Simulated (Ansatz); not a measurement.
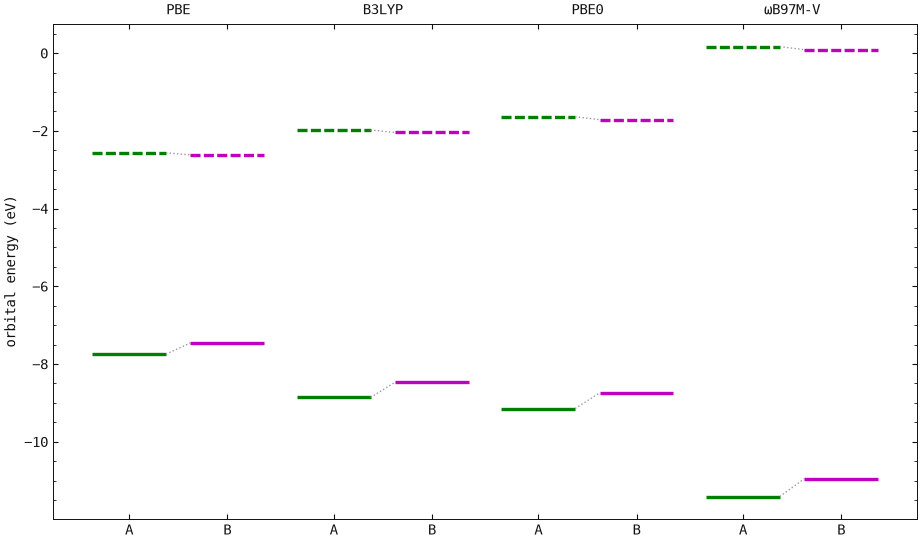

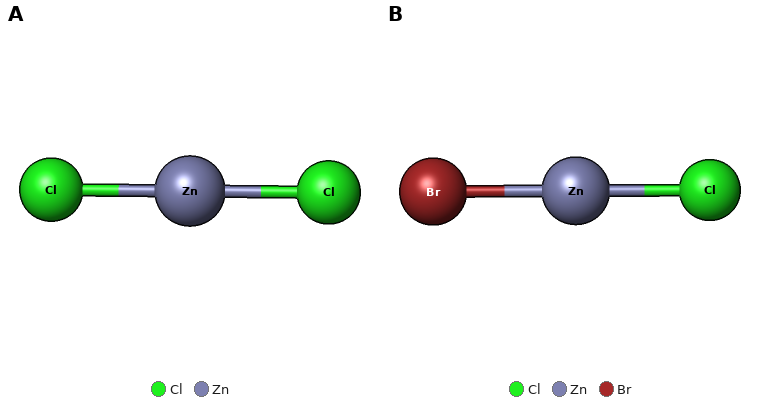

One change: A, ZnCl₂ (SMILES [Cl][Zn][Cl]), becomes B, ZnBrCl (SMILES [Cl][Zn][Br]). Cl on Zn is replaced by Br. HOMO (solid) and LUMO (dashed) computed in def2-TZVPP at PBE0-D4/def2-TZVP geometries, both minima by their frequencies, gas phase, the Ansatz code. Empty levels above zero depend strongly on the basis.

### What does the change do to HOMO and LUMO?

PBE: the HOMO rises by 0.29 eV, the LUMO falls by 0.05 eV, and the separation goes from 5.18 to 4.84 eV. B3LYP: the HOMO rises by 0.39 eV, the LUMO falls by 0.06 eV, and the separation goes from 6.88 to 6.43 eV. PBE0: the HOMO rises by 0.41 eV, the LUMO falls by 0.07 eV, and the separation goes from 7.51 to 7.03 eV. ωB97M-V: the HOMO rises by 0.46 eV, the LUMO falls by 0.08 eV, and the separation goes from 11.58 to 11.04 eV.

### Do the functionals agree on the effect?

They agree on the direction for both levels; the HOMO shift lies between 0.29 and 0.46 eV and the LUMO shift between −0.08 and −0.05 eV, while the separations themselves differ by up to 6.4 eV between functionals.
